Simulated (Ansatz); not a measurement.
# Starting-point dependence of the GW gap of Cs2InAgCl6 (Fm-3m), part 2 of 2

One-shot GW is not self-consistent; how far does the start matter for Cs2InAgCl6 (Fm-3m)?

Ansatz 0.2.0; G0W0 on several functionals, plane waves, PAW. Known limits of the many-body steps: not at the basis limit; d shell near the gap, gap tends to lie low; no spin-orbit coupling.

So far. Step 2 (G0W0 on LDA): The gap on the mesh goes from 0.90 eV to 2.64 eV, a correction of +1.73 eV. Between the two edge states, bare exchange in place of the xc potential would open the gap by 8.67 eV, and correlation takes back 6.94 eV. Step 3 (G0W0 on r2SCAN): Against the run with 4×4×4 mesh, 1573 empty bands, screening to 180 eV, hard PAW files on LDA, the gap moves by +0.51 eV, while the start moved by +0.84 eV.

In doubt: masses and optical values from hybrid runs of this build are listed as unsure (steps 4, 5), which bears on the screening that GW takes from such a start; one-shot GW on d or f shells is unsure, so the values of those runs are not to be relied on.

### 4. G0W0 on HSE06

This step: G0W0 on HSE06, plane waves, PAW.

File input.yaml:

```yaml
crystal:
  lattice:
    - [0.0, 5.2345, 5.2345]
    - [5.2345, 0.0, 5.2345]
    - [5.2345, 5.2345, 0.0]
  atoms:
    - { symbol: Cs, position: [0.25, 0.25, 0.25] }
    - { symbol: Cs, position: [0.75, 0.75, 0.75] }
    - { symbol: In, position: [0.0, 0.0, 0.0] }
    - { symbol: Ag, position: [0.5, 0.5, 0.5] }
    - { symbol: Cl, position: [0.76021, 0.23979, 0.23979] }
    - { symbol: Cl, position: [0.23979, 0.76021, 0.23979] }
    - { symbol: Cl, position: [0.23979, 0.76021, 0.76021] }
    - { symbol: Cl, position: [0.76021, 0.23979, 0.76021] }
    - { symbol: Cl, position: [0.23979, 0.23979, 0.76021] }
    - { symbol: Cl, position: [0.76021, 0.76021, 0.23979] }
kpoints:
  mp_grid: { grid: [4, 4, 4] }
hamiltonian:
  xc: hse06
  pseudopotentials: { kind: paw, source: ansatz }
scf:
  occupations: { method: fixed }
gw:
  n_empty_bands: 1573
  ecut_chi: 180.0
  qp_bands: [v3, c3]
  qp_kpoints: band_edges
  screening: { model: contour_deformation }
```

Started as:

```sh
$ ansatz run input.yaml --threads 16 --pin off --max-ram 82944MiB --backend cuda --events-out ev --progress --plain --runs-dir out --devices 1 --max-vram 78GiB
```

Numbers of over 12 decimals in the logs are rounded to 6 here.

The log of the run:

```text
GPUs: using 1 of 1 available (devices: 1).
[...]
davidson cushion auto → on  (no smearing: the cushion is to keep the highest requested band from converging to the state above it; pin scf.eigensolver.cushion to override)
[...]
Crystal: 10 atoms, lattice volume = 286.850 Å³
Basis set: ecut = 710 eV, 12339 PW (Γ)
Bands: 60, of which v1, the nominal top of the filled ones, is band 50 counted from 1 (49 counted from 0)
Symmetry: 48 space group operations
[...]
k-points: 8 of 64
[...]
0    53     10.1899    -5.9242    -3.6134    -9.9366  0.8513    10.5901    10.5888  root
     1    48      2.4588   -21.1526     2.4136   -17.7455  0.7984     1.4535     1.4653  root
     1    49      3.2089   -27.6268     2.8026   -24.2044  0.7973     2.5847     2.5891  root
[...]
7    50      3.0520   -27.7187     2.8846   -24.2102  0.7955     2.4233     2.4280  root
     7    51      8.7173   -12.5417    -3.7507   -16.8392  0.8208     9.2670     9.2641  root
     7    52      9.8840    -9.0405    -4.2359   -13.6453  0.8207    10.2545    10.2529  root
     7    53     11.8021    -6.1506    -3.7341   -10.3107  0.8445    12.2297    12.2281  root
```

Run time: 6.7 min. Hardware: 1 × NVIDIA GB200 (shared by 2 runs) with 16 threads of Arm Neoverse V2, shared host; peak memory 11 GiB; 13 min of CPU time.

This step gave:

* bands summed: 1623
* RPA ε∞ on this mesh (eigenvalues): 2.829, 2.829, 2.829
* plane waves in the screening matrix: 1591
* G0W0 gap on the mesh: 3.557 eV
* k of the valence top: 0, 0, 0
* k of the conduction bottom: 0, 0, 0
* starting gap on the mesh: 2.576 eV
* least direct G0W0 gap on the computed points: 3.557 eV

Against the run with 4×4×4 mesh, 1573 empty bands, screening to 180 eV, hard PAW files on r2SCAN, the gap moves by +0.41 eV, while the start moved by +0.83 eV.

### 5. G0W0 on PBE0

This step: G0W0 on PBE0, plane waves, PAW.

input.yaml, as its differences from that of step 4:

```diff
@@ -19,3 +19,3 @@
 hamiltonian:
-  xc: hse06
+  xc: pbe0
   pseudopotentials: { kind: paw, source: ansatz }
```

The log of the run:

```text
GPUs: using 1 of 1 available (devices: 1).
[...]
Crystal: 10 atoms, lattice volume = 286.850 Å³
Basis set: ecut = 710 eV, 12339 PW (Γ)
Bands: 60, of which v1, the nominal top of the filled ones, is band 50 counted from 1 (49 counted from 0)
Symmetry: 48 space group operations
[...]
k-points: 8 of 64
[...]
0    53     10.5288    -5.9165    -3.5123    -9.5880  0.8609    10.6881    10.6879  root
     1    48      2.0591   -21.1522     2.2669   -18.1449  0.8113     1.3135     1.3188  root
     1    49      2.8231   -27.6067     2.6664   -24.5594  0.8105     2.4408     2.4421  root
[...]
7    50      2.6637   -27.7052     2.7453   -24.5733  0.8089     2.2756     2.2771  root
     7    51      9.0780   -12.4829    -3.6601   -16.4282  0.8334     9.3637     9.3631  root
     7    52     10.2483    -9.0119    -4.1169   -13.2525  0.8344    10.3721    10.3719  root
     7    53     12.1594    -6.1439    -3.6198    -9.9425  0.8549    12.3383    12.3380  root
```

The job ended after 5.6 min (1 × NVIDIA GB200 (shared by 2 runs) with 16 threads; peak memory 10 GiB).

This step gave:

```
bands summed                                 : 1623
RPA ε∞ on this mesh (eigenvalues)            : 2.695, 2.695, 2.695
plane waves in the screening matrix          : 1591
G0W0 gap on the mesh                         : 3.778 eV
k of the valence top                         : 0, 0, 0
k of the conduction bottom                   : 0, 0, 0
starting gap on the mesh                     : 3.279 eV
least direct G0W0 gap on the computed points : 3.778 eV
```

Against the run with 4×4×4 mesh, 1573 empty bands, screening to 180 eV, hard PAW files on HSE06, the gap moves by +0.22 eV, while the start moved by +0.70 eV.

### 6. Side by side

All on the 4×4×4 mesh with 1573 empty bands and screening to 180 eV. Times are wall times on 1 × NVIDIA GB200 (shared by 2 runs) with 16 threads of Arm Neoverse V2, shared host, good to a factor of about two.

| start | starting gap (eV) | shift (eV) | G0W0 gap (eV) | RPA ε∞ (harmonic mean) | Z (valence, conduction) | time |
| --- | --- | --- | --- | --- | --- | --- |
| LDA | 0.90 | +1.73 | 2.64 | 3.73 | 0.75, 0.80 | 2.4 min |
| r2SCAN | 1.75 | +1.40 | 3.15 | 3.09 | 0.77, 0.83 | 75 s |
| HSE06 | 2.58 | +0.98 | 3.56 | 2.83 | 0.80, 0.84 | 6.7 min |
| PBE0 | 3.28 | +0.50 | 3.78 | 2.69 | 0.81, 0.85 | 5.6 min |

The parts of the quasiparticle energy at the two band edges (eV; QP = start + Σx + Σc − Vxc):

| run | edge | start | Σx | Σc | Vxc | Z | QP |
| --- | --- | --- | --- | --- | --- | --- | --- |
| LDA | valence top | 4.17 | -28.30 | 3.21 | -24.14 | 0.75 | 3.23 |
| LDA | conduction bottom | 5.08 | -10.30 | -3.72 | -14.81 | 0.80 | 5.87 |
| r2SCAN | valence top | 4.18 | -29.21 | 3.25 | -24.99 | 0.77 | 3.21 |
| r2SCAN | conduction bottom | 5.93 | -9.85 | -3.68 | -13.96 | 0.83 | 6.36 |
| HSE06 | valence top | 3.54 | -27.77 | 2.69 | -24.47 | 0.80 | 2.93 |
| HSE06 | conduction bottom | 6.11 | -9.67 | -3.62 | -13.67 | 0.84 | 6.49 |
| PBE0 | valence top | 3.16 | -27.74 | 2.56 | -24.81 | 0.81 | 2.79 |
| PBE0 | conduction bottom | 6.44 | -9.65 | -3.55 | -13.33 | 0.85 | 6.57 |

For a hybrid start, Vxc holds its share of exact exchange.

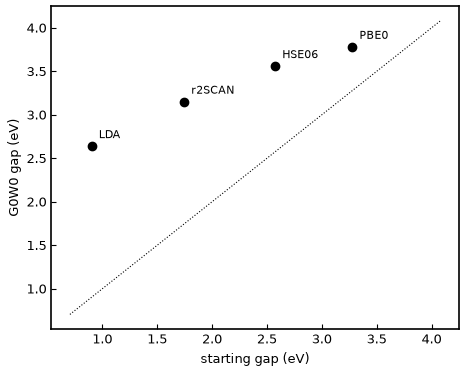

G0W0 gap against starting gap; on the dotted line the correction would vanish.

### 7. What came out

| Item | Value |
| --- | --- |
| G0W0@LDA | 2.64 eV (start 0.90 eV) |
| G0W0@r2SCAN | 3.15 eV (start 1.75 eV) |
| G0W0@HSE06 | 3.56 eV (start 2.58 eV) |
| G0W0@PBE0 | 3.78 eV (start 3.28 eV) |
| known limits | not at the basis limit; d shell near the gap, gap tends to lie low; no spin-orbit coupling |

The starting gaps span 2.37 eV and the G0W0 gaps 1.14 eV. Between LDA and PBE0, 1.14 eV of the 2.37 eV survives, 48 %. PBE0 screens less than LDA (ε∞ 2.69 against 3.73). Of the 1.14 eV by which its G0W0 gap is higher, the correlation part gives +0.82 eV, and exchange with the one-particle terms, which follow the orbitals, +0.32 eV. The smallest correction, +0.50 eV, is on PBE0, the start nearest to reproducing itself. Bands and cutoff are finite, so the gap is not at the basis limit. The miss can reach some tenths of an eV and take either sign; the mesh is an error of its own. A d shell, filled or nearly so, lies near the gap. One-shot GW converges very slowly in bands there, not always from below, and on a semilocal start the gap tends to come out low; starts rich in exact exchange can overshoot instead. The many-body steps are scalar-relativistic: spin-orbit coupling is not in them.

[Paths, hosts, dates, memory and timing lines, banners, echoed tables and standing remarks are left out of the program output.]

[Logs are printed without paths, hosts, clocks, repeated set-up lines and the standing remarks that a program may print on its own settings, such as how far it seeks lower states.]

[Runs of the session that timed out or met a known fault of the program may be left out.]

[Cells called generated may have been cut or substituted from an entry of the Crystallography Open Database or the Materials Project.]

[Hosts, paths, dates, database ids (printed as entryN), source tags and the programs' standing remarks are cut or masked in the printed files.]
